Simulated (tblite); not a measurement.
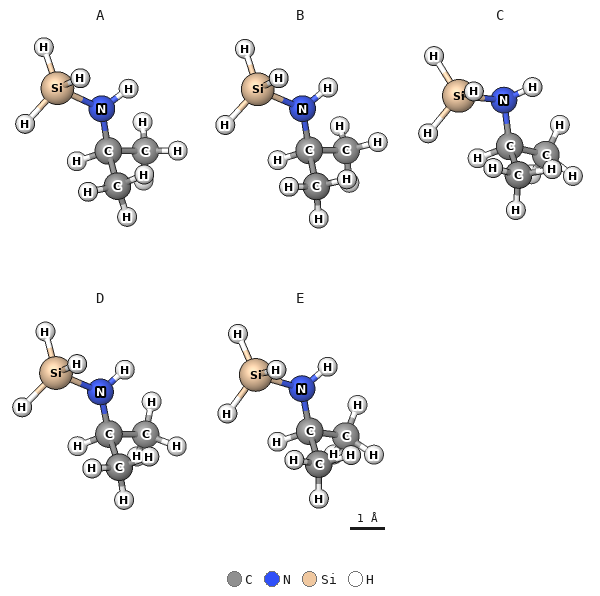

5 geometries from one relaxation of C₃H₁₁NSi (charge +1, multiplicity 2), in shuffled order. Style: ball-and-stick. Shown from a free direction.

Level of theory: tblite, GFN2-xTB geometry optimisation, gas phase. 

> Order the frames from highest to lowest energy.

C, E, D, A, B. They are steps 0, 12, 43, 57, 94, at +0.926 eV, +0.181 eV, +0.064 eV, +0.027 eV relative to the last. After 94 geometry steps the energy has fallen by 0.926 eV. An H atom moves most after the best rigid fit: 1.04 Å. Largest moves by element: H 1.04 Å, N 0.41 Å, C 0.36 Å, Si 0.22 Å. Near-neighbour distances that change, for instance: N–Si 1.806 → 1.762 Å, C–H 1.130 → 1.086 Å, C–N 1.450 → 1.409 Å, C–C 1.486 → 1.512 Å. Among the angles between lasting bonds that change: C–N–Si 108.5° → 129.7°, N–Si–H 113.0° → 102.9°, H–Si–H 107.1° → 116.1°. Groups turn about C–C by about 50°.
